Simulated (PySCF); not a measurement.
Si(H)(NMe2)3, SMILES CN(C)[SiH](N(C)C)N(C)C (C6H19N3Si), GFN2-xTB optimised geometry. Atoms within 1.6 Å of the plane z = 1.0 Å (x, y, z in Å): Si1 (-0.32, -0.64, 0.00), N2 (-0.81, 1.01, 0.00), C4 (-0.51, 1.83, 1.14), N8 (1.40, -0.64, 0.00), C9 (2.21, 0.43, -0.51), C10 (2.15, -1.81, 0.34), H11 (-0.71, -1.36, 1.23), H13 (-2.86, 1.51, -0.17), H15 (-1.35, 1.87, 1.85), H16 (0.36, 1.43, 1.66), H17 (-0.29, 2.86, 0.83), H24 (2.95, 0.74, 0.24), H27 (2.66, -2.23, -0.54), H28 (2.91, -1.57, 1.09), H29 (1.49, -2.57, 0.74).

Level of theory: CAM-B3LYP/def2-SVP (PySCF 2.14.0). Cells within 0.4 Å of a nucleus heavier than hydrogen are left out (blank, or x).

Map of the electrostatic potential (hartree/e), clipped to [-0.08, 0.12] on the plane z = 1.0 Å:

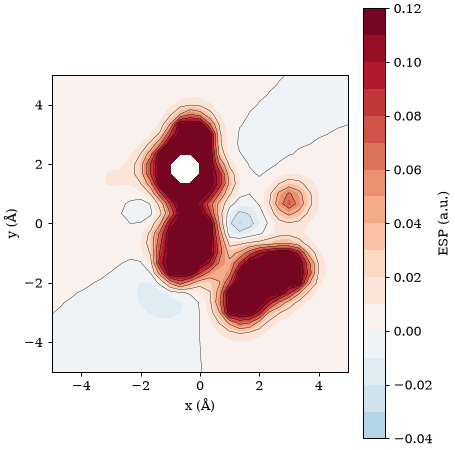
*Electrostatic potential (hartree/e), clipped to [-0.08, 0.12] on the plane z = 1.0 Å.*
